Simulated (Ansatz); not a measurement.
**SiF4···H2···NH3: density, localisation and related maps**

```xyz
11

Si   -0.4052    1.7718   -1.5881
H    -2.7029   -1.3077    0.3875
F    -1.0989    0.9552   -2.7015
F    -1.4692    2.5355   -0.7681
F     0.5832    2.7765   -2.2208
H     1.6040   -0.8442    1.0979
F     0.3680    0.8097   -0.6531
H    -2.0216   -1.4057    0.6359
N     1.9542   -1.4943    1.7745
H     1.7759   -2.4165    1.4262
H     1.4126   -1.3801    2.6095
```

Theory: Ansatz 0.2.0, RHF/def2-mTZVP.

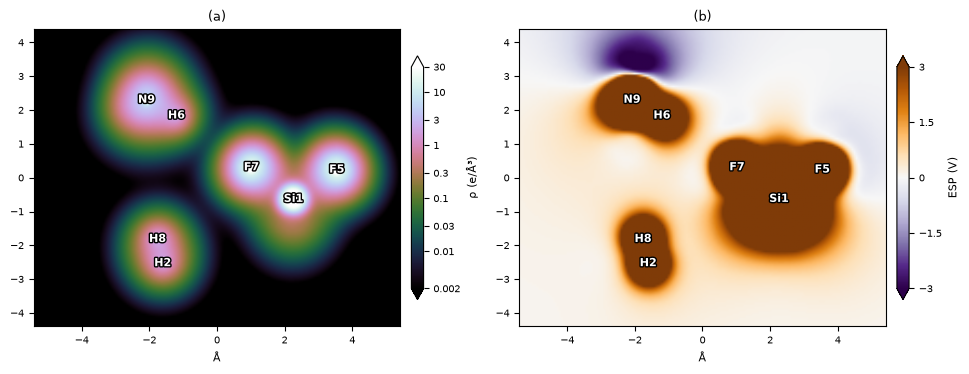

Figure 1. (a) total electron density; (b) electrostatic potential on the plane of atoms F5, Si1 and F7.

What do the fields say about this system?

- Atoms in the plane: Si, H, F and N.
- F7···H6 (2.71 Å): the density falls to about 0.02 e/Å³ on the way (a non-bonded, intermolecular contact).
- Si–F (1.54 Å): ρ is about 1.3 e/Å³ halfway.
- H–H (0.73 Å): ρ at the midpoint is about 1.7 e/Å³.
- N–H (1.00 Å): ρ at the midpoint is about 2.9 e/Å³.
- Outside the dense part of the complex the potential is most negative (−3.4 V) near N9.

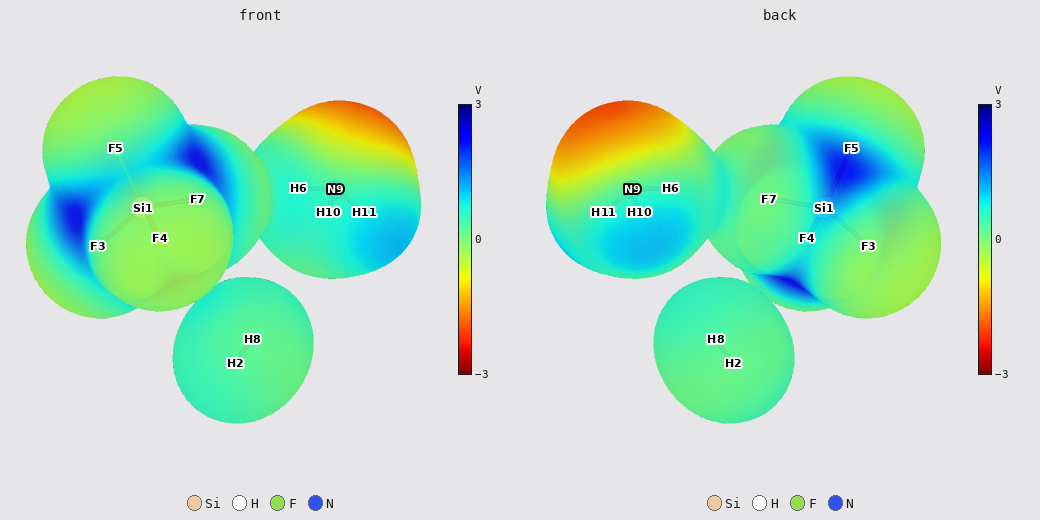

Figure 2. The electrostatic potential painted on the density surface at 0.001 e/bohr³, seen from the front and from behind; the colour scale runs from red (negative) to blue (positive).

Which sites attract a positive test charge, and which a negative one?

A positive charge is drawn to the negative regions and a negative charge to the positive ones. The most negative region (about −1.9 V) lies over N9, the most positive (about +2.3 V) over Si1. N9 is the likeliest acceptor of a hydrogen bond.

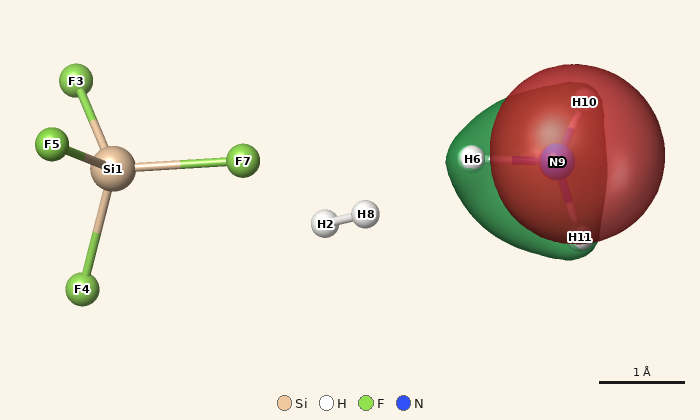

Figure 3. The HOMO at ±0.15 Å⁻³ᐟ² (green and red are the two phases), seen from one side.

Where does this orbital lie, and at what energy?

Its weight (Hirshfeld) is mainly on N9 (about 80 %), H10 (about 5 %), H11 (about 5 %) and H6 (about 5 %); largely a lone pair of N9. Its energy is −11.45 eV.
